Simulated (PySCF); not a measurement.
# Excited-state calculation of C3H4S

System: C3H4S.
Method: TDDFT (SVWN5)/def2-SVP, RKS (PySCF 2.14.0).

The geometry comes from this level: PBE0-D4/def2-TZVP.

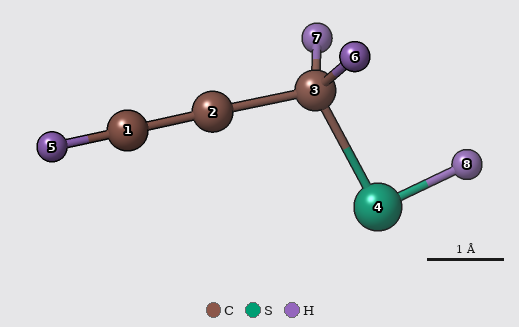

*The input geometry (ball-and-stick view, seen at a tilt; atoms are numbered from 1 in the order of the input).*

Bond lengths as drawn: C–C 1.20 to 1.45 Å, C–H 1.06 to 1.09 Å, C–S 1.83 Å and H–S 1.34 Å.

Input (calc.py)
```python
# C#CCS
from pyscf import gto, dft, tdscf

mol = gto.Mole()
mol.atom = '''
C     -0.859900     1.547100    -1.104700
C     -0.247200     0.762300    -0.436200
C      0.478700    -0.197400     0.365700
S     -0.393800    -1.802400     0.327200
H     -1.400000     2.247300    -1.696800
H      0.546200     0.154500     1.397100
H      1.488900    -0.323700    -0.028600
H      0.479300    -2.444900     1.120400
'''
mol.max_memory = 1860
mol.charge = 0
mol.verbose = 3
mol.basis = 'def2-svp'
mol.build()

ks = dft.RKS(mol)
ks.xc = 'svwn'
ks.grids.level = 0
ks.conv_tol = 1e-10
ks.kernel()
if not ks.converged:
    ks = ks.newton().run(ks.mo_coeff, ks.mo_occ)

energy = ks.e_tot
print(f'total energy: {energy:.8f} hartree')

td = tdscf.TDDFT(ks)
td.nstates = 3
td.kernel()
td.analyze()
roots = td.e * 27.211386
osc = td.oscillator_strength()
print('state   eV      nm      f')
for i, (w, f) in enumerate(zip(roots, osc), 1):
    print('%3d %9.4f %8.1f %9.5f' % (i, w, 1239.842 / w, f))
```

Run on 1 thread of Arm Neoverse V1, 24 GiB of memory available, shared host.

Launched with:
```bash
OMP_NUM_THREADS=1 python calc.py
```

Output
```
converged SCF energy = -512.083347696574
total energy: -512.08334770 hartree
Excitation energies (eV)
[5.08753091 5.48657888 5.64239774]

** Singlet excitation energies and oscillator strengths **
state   eV      nm      f
  1    5.0875    243.7   0.00005
  2    5.4866    226.0   0.00005
  3    5.6424    219.7   0.00507
```

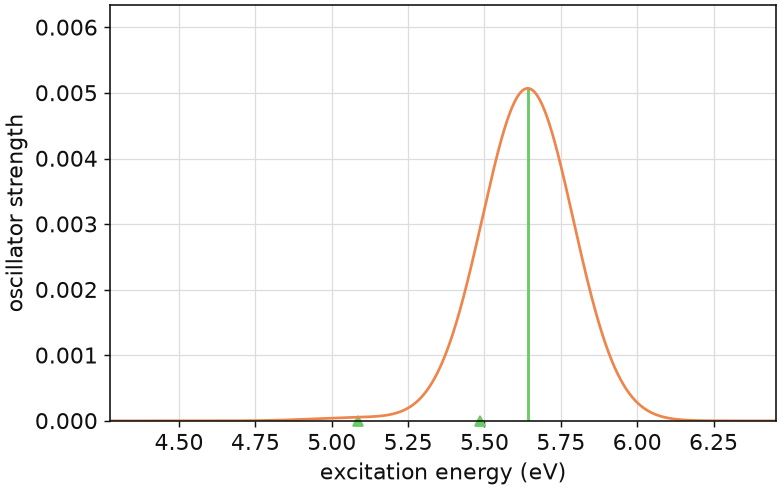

*Computed excitations as sticks (degenerate states added up, dark ones marked on the axis), with a Gaussian envelope of 0.35 eV full width at half maximum, scaled to the tallest.*

Of the 3 states the lowest lies at 5.09 eV (f = 0.000); the strongest line is at 5.64 eV, or 220 nm (f = 0.005).

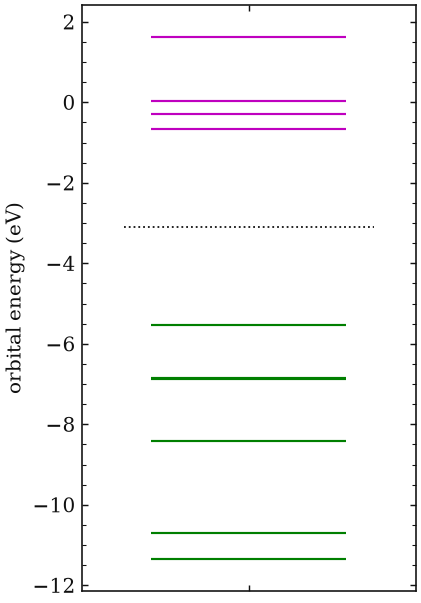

*Orbital energies near the frontier; the dotted line parts filled from empty levels, and levels within 0.02 eV of each other stand side by side.*

Highest filled −5.54 eV, lowest empty −0.66 eV, 4.88 eV apart.

Key numbers

```csv
quantity,value
outcome,converged
total energy,−512.083348 hartree
basis functions,80
HOMO,−5.54 eV
LUMO,−0.66 eV
dipole moment,1.58 D
lowest excitation,5.09 eV
wall time,3.9 s
peak memory,0.16 GiB
```
